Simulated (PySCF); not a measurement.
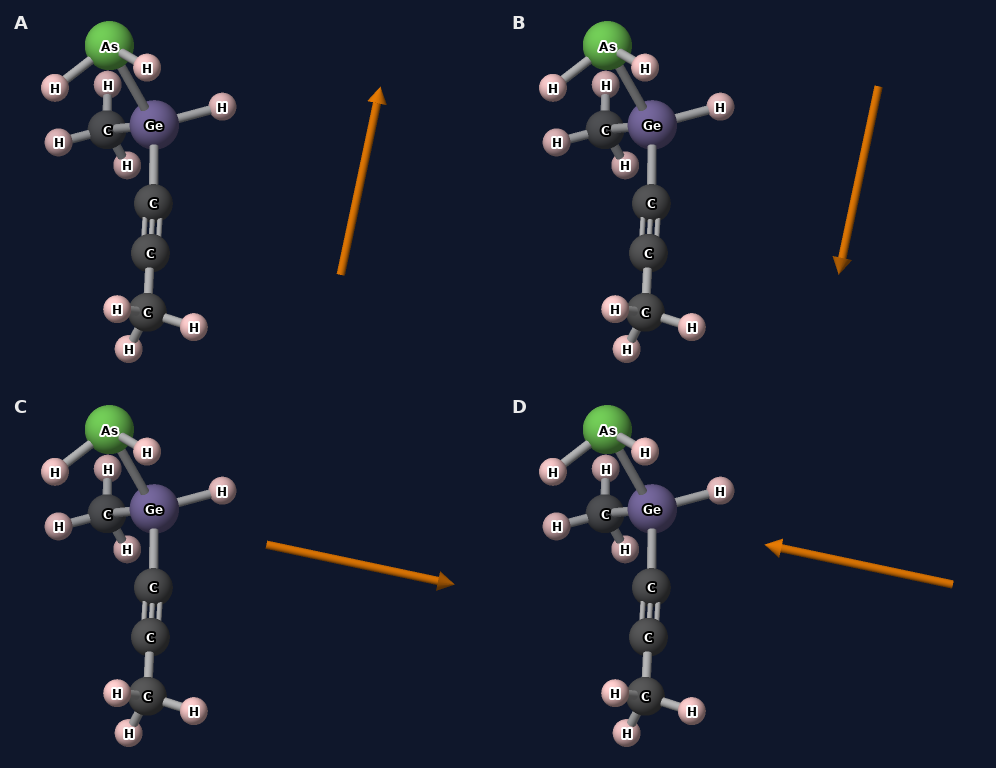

The same molecule four times, each with an arrow. The computed structure is the end point of a PBE0-D3(BJ)/def2-SVP optimisation. No frequency run is at hand to confirm it as a minimum. Method: KT3/pcSseg-1, gas phase (PySCF 2.14.0).

Which arrow points along the dipole moment, from the negative to the positive end?

B. The dipole moment is 1.46 D.
